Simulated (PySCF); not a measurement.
**C10H14S: density, localisation and related maps**

Input

```
{"job": {"xc": "B97-2", "basis": "6-31G*", "kind": "nmr", "pop": true}, "charge": 0, "multiplicity": 1}
C     -1.568046    -1.204148    -0.428360
C     -1.603899    -0.204442     0.717658
C     -1.649964     1.225281     0.200145
C     -2.779712    -0.484229     1.646144
S     -0.092214    -0.430784     1.790290
C      1.223243    -0.087412     0.632784
C      1.702816     1.206437     0.498252
C      2.724055     1.469065    -0.397936
C      3.269662     0.442280    -1.150527
C      2.801832    -0.852432    -0.998221
C      1.780959    -1.121342    -0.103488
H     -2.485005    -1.128649    -1.011127
H     -0.725422    -1.008457    -1.089297
H     -1.484445    -2.219120    -0.045789
H     -2.569735     1.383947    -0.361101
H     -0.807497     1.427939    -0.458879
H     -1.624244     1.930753     1.027880
H     -2.777232     0.210596     2.482892
H     -2.719766    -1.495624     2.041652
H     -3.717017    -0.375425     1.103509
H      1.278429     1.997457     1.097789
H      3.095824     2.477374    -0.506770
H      4.065259     0.649917    -1.850922
H      3.234321    -1.656236    -1.575807
H      1.416864    -2.128603     0.031050
```

Command:

```sh
OMP_NUM_THREADS=1 python ens_run.py task.json out
```

Geometry: GFN2-xTB.

Computed with B97-2/6-31G*, SCF density, gas phase, non-relativistic in PySCF.

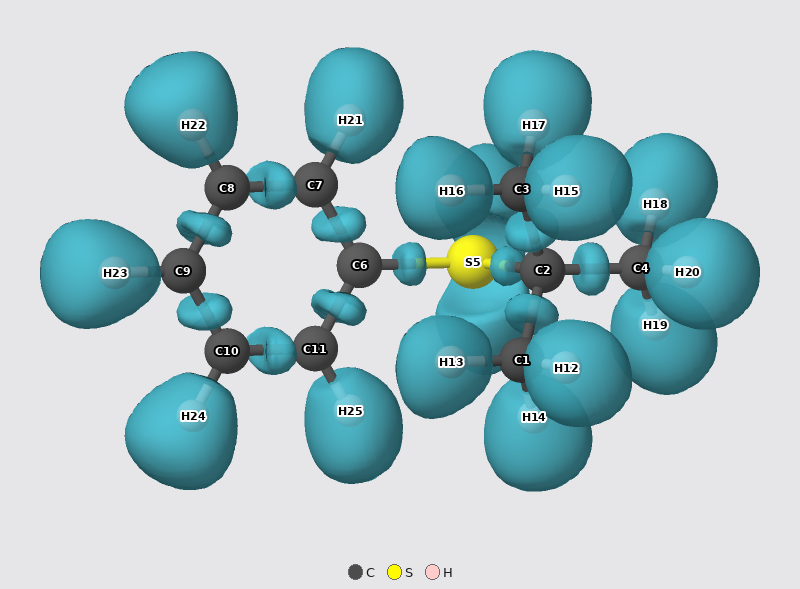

Figure 1. Isosurface of the electron localisation function at 0.85 (cyan), seen across its widest extent. Core shells and regions of very low density are left out.

Describe the localisation domains.

Answer. The surface consists of nine regions between bonded C–C atoms (shared pairs), two regions between bonded C–S atoms (shared pairs), 14 regions around hydrogen nuclei and one region wrapped around S (its lone pairs, merged into a ring or cap).


C–C (1.38 Å): the ELF peaks at about 0.95 between the atoms; a covalent bond. C–S (1.79 Å): the ELF peaks at about 0.95 between the atoms (a covalent bond).

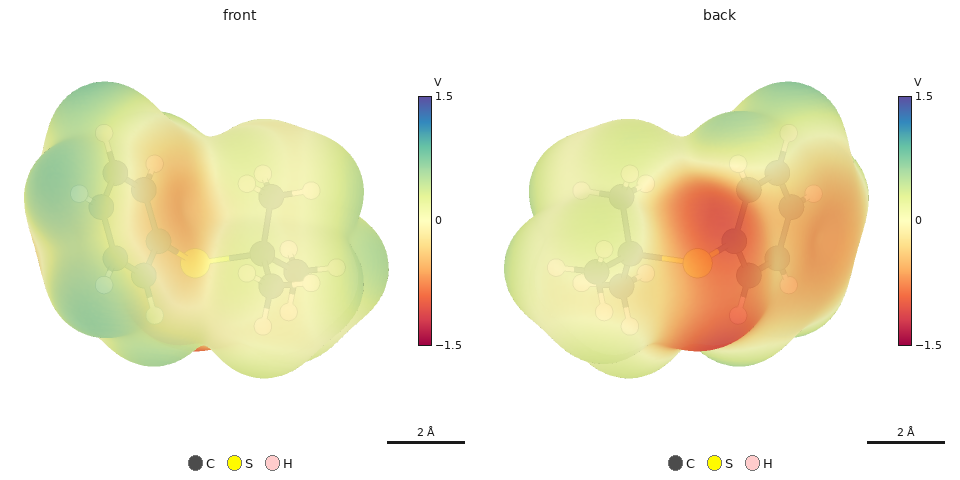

Figure 2. The molecular electrostatic potential painted on the density surface at 0.001 e/bohr³, seen from the front and from behind; the colour scale runs from red (negative) to blue (positive).

Which sites attract a positive test charge, and which a negative one?

Answer. A positive charge is drawn to the negative regions and a negative charge to the positive ones. The most negative region (about −1.0 V) lies over S5, the most positive (about +0.7 V) over H22, H23 and H24.

What dipole moment does the calculation give?

Answer. Its dipole moment is 1.94 D.

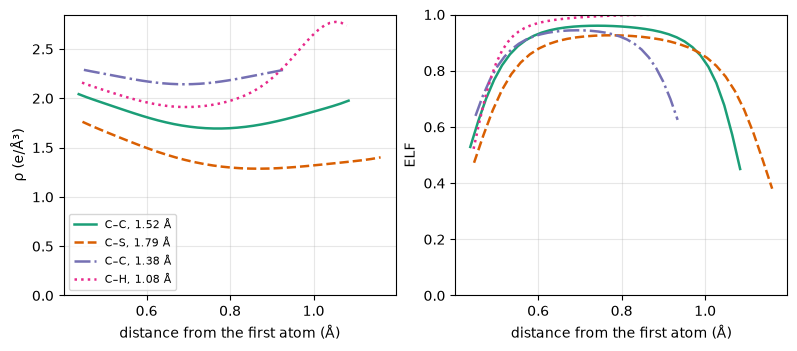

Figure 3. Electron density and ELF along straight lines between neighbouring atoms. The curves leave out the atomic cores.

What can be read from the curves?

Answer. C–C (1.52 Å): ρ at the midpoint is about 1.7 e/Å³; the ELF peaks at about 0.95 between the atoms: a covalent bond.
C–S (1.79 Å): ρ is about 1.3 e/Å³ halfway; the ELF peaks at about 0.95 between the atoms; localised, covalent bonding.
C–C (1.38 Å): ρ at the midpoint is about 2.1 e/Å³; the ELF peaks at about 0.95 between the atoms: a covalent bond.
C–H (1.08 Å): ρ at the midpoint is about 2 e/Å³; the ELF climbs to about 1 towards the hydrogen, as it does in any bond to H: a covalent bond by its length.
